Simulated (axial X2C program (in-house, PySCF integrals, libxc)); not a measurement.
## Run report: PtSn⁺, relativistic diatomic calculation

System: PtSn⁺. The reference is closed-shell PtSn; the roots are the vertical energies to take an electron from it, which leaves states of PtSn⁺. The distance is the PBE0 minimum at charge 0.
Method: EOM-IP-CCSD, two-component X2C with atomic mean-field Coulomb and Gaunt terms, Pt dyall-cv3z, Sn dyall-cv3z (cores contracted) (axial X2C program (in-house, PySCF integrals, libxc)).

### The input
```
{"zs": [78, 50], "q": 1, "bas": ["dyall-cv3z", "dyall-cv3z"], "r0": 2.63, "eom": "ip", "rq": 0, "thr": -1.0, "nmax": 95, "grid": [1, 0.96, 1.045, 0.92, 1.09, 1.15]}
```

The line is the task of a batch: nuclear charges, charge, bases, a first guess of the distance and further settings. This report covers the levels named above. The log is that of the reference distance 2.358 Å.

The run was one of a batch that the task file lists, launched with:
```bash
python <driver script> task.json out
```

### The program's output
```
two-component X2C + atomic mean field  HF
basis functions 307  fitting functions 1509  grid points 5803
iter        total energy     max residual
   1     -24583.020990646     1.25e+00
   2     -24583.077828072     1.86e-02
   3     -24583.076780338     2.66e-02
   4     -24583.084583657     3.34e-03
   5     -24583.085538509     1.28e-03
   6     -24583.085850541     1.07e-03
   7     -24583.086152373     3.22e-04
   8     -24583.086228408     2.61e-04
   9     -24583.086249155     2.14e-04
  10     -24583.086264629     1.62e-04
  11     -24583.086277917     9.04e-05
  12     -24583.086282646     4.16e-05
  13     -24583.086283832     2.71e-05
  14     -24583.086284196     1.45e-05
  15     -24583.086284283     2.84e-06
  16     -24583.086284288     1.16e-06
  17     -24583.086284288     7.69e-07
converged
one-electron -35473.55598735  Coulomb 10555.39231869  exact exchange -519.74198001  xc functional 0.00000000  nuclear repulsion 875.22948371  atomic mean-field constant -20.41011933
correlated 14  virtual 352  natural virtual 92  E(MP2) -0.503885188  MP2 remainder -0.035605404
iter   CCSD correlation   residual
   1     -0.396919943   3.23e-01
   2     -0.421847079   2.02e-01
   3     -0.428624332   5.72e-02
   4     -0.430102292   3.27e-02
   5     -0.430630230   1.41e-02
   6     -0.430947801   5.97e-03
   7     -0.430905627   2.81e-03
   8     -0.430912254   1.54e-03
   9     -0.430941758   9.22e-04
  10     -0.430916281   4.88e-04
  11     -0.430930680   2.04e-04
  12     -0.430926275   8.13e-05
  13     -0.430926242   3.23e-05
  14     -0.430925547   1.88e-05
  15     -0.430925119   1.07e-05
  16     -0.430924943   5.05e-06
  17     -0.430924925   2.54e-06
(T) -0.03096741216291021  T1 0.0708  D1 0.1554  max T2 0.053
EOM-IP-CCSD roots
2*Omega      energy/Eh   energy/eV  one-particle weight
    1       0.27991842      7.6170      0.954
    1       0.33157588      9.0226      0.931
    1       0.36320584      9.8833      0.913
    1       0.43821703     11.9245      0.004
    3       0.30913673      8.4120      0.922
    3       0.34595373      9.4139      0.915
    3       0.45021696     12.2510      0.002
    5       0.28872553      7.8566      0.919
```

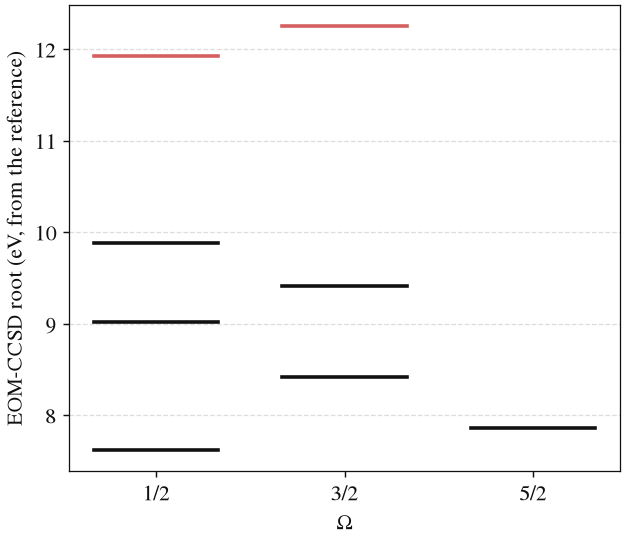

Fig. 1: EOM-CCSD roots by Ω at 2.36 Å; roots whose one-particle weight is under 0.8 have the second colour. The lowest has Ω = 1/2 and lies at 7.617 eV, with one-particle weight 0.95. 2 of the 8 roots are less well described at this level.

### Summary

```tsv
quantity	value
outcome	converged
HF energy of the reference PtSn	−24583.08628 hartree
MP2 energy of the reference PtSn	−24583.59017 hartree
CCSD energy of the reference PtSn (with the MP2 share of the virtual spinors left out of the coupled-cluster step)	−24583.55281 hartree
CCSD(T) energy of the reference PtSn	−24583.58378 hartree
T1 diagnostic (spinor form; for a closed shell √2 times the usual value)	0.071
hardware	1 thread of Arm Neoverse N1, 98 GiB of memory available, shared host
wall time	24 s
peak memory	0.99 GiB
```
